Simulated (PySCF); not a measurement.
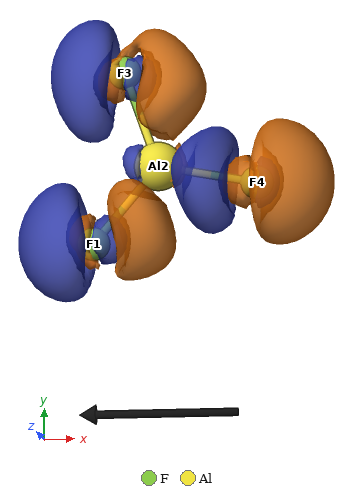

*AlF3, SMILES `F[Al](F)F`. Change of the electron density in a uniform field of 0.21 V/Å along −x (arrow), surfaces at ±0.001 e/Å³ (orange: gain, blue: loss).*

Computed with PySCF, ωB97X/def2-TZVP, geometry: GFN2-xTB. No frequency check shows the geometry to be a minimum. A basis without diffuse functions makes polarisabilities too small.

The calculation's input:

```python
import numpy as np
from pyscf import gto, scf, dft
from pyscf.scf import atom_ks, atom_hf
from scipy.linalg import block_diag

def solve(mol, dm0=None, hcore=None):
    mf = (dft.UKS if mol.spin else dft.RKS)(mol, xc='wb97x')
    mf.grids.level = 3
    mf = mf.density_fit(auxbasis='def2-universal-jkfit')
    mf.conv_tol, mf.max_cycle = 1e-8, 80
    if hcore is not None:
        mf.get_hcore = lambda *args: hcore
    mf.kernel(dm0)
    if not mf.converged:
        mf = mf.newton().run(mf.mo_coeff, mf.mo_occ, max_cycle=30)
    assert mf.converged, 'SCF not converged'
    return mf

mol = gto.M(atom='''
F     -1.05523    -1.24409     0.00000
Al     0.00002     0.00000     0.00000
F     -0.54981     1.53589     0.00000
F      1.60501    -0.29180     0.00000
''', basis='def2-tzvp', charge=0, spin=0, verbose=4)
field = np.array([0.004, 0.0, 0.0])  # atomic units
mol.set_common_orig(mol.atom_charges() @ mol.atom_coords() / mol.atom_charges().sum())
mf = solve(mol)
out = dict(dm0=mf.make_rdm1(), d0=mf.dip_moment(unit='AU'), e0=mf.e_tot)
for name, sign in (('p', 1), ('m', -1)):
    h = mf.get_hcore() + sign * np.einsum('x,xij->ij', field, mol.intor('int1e_r'))
    mi = solve(mol, mf.make_rdm1(), h)
    out.update({'dm' + name: mi.make_rdm1(), 'd' + name: mi.dip_moment(unit='AU'), 'e' + name: mi.e_tot})
# spherically averaged free atoms, for the promolecule
atm = atom_ks.get_atm_nrks(mol, xc='wb97x')
pro = block_diag(*[(atm[a[0]][2] * atm[a[0]][3]) @ atm[a[0]][2].T for a in mol._atom])
np.savez('result.npz', pro=pro, **out)
```

Launched as:

```sh
OMP_NUM_THREADS=1 python input.py
```

The run took 18 s on 1 thread of Arm Neoverse V1, with other jobs on the host, peak memory 0.58 GiB.

Partitions, critical points and surface values were worked out afterwards from this run's density.

The field was applied in both directions; the picture shows the one opposite to the script's first.

**What dipole is induced, and what polarisability does it imply?**

The induced dipole is 0.19 D (along the field); α along this axis, from the fields in both directions, is 19 bohr³ (2.8 Å³).
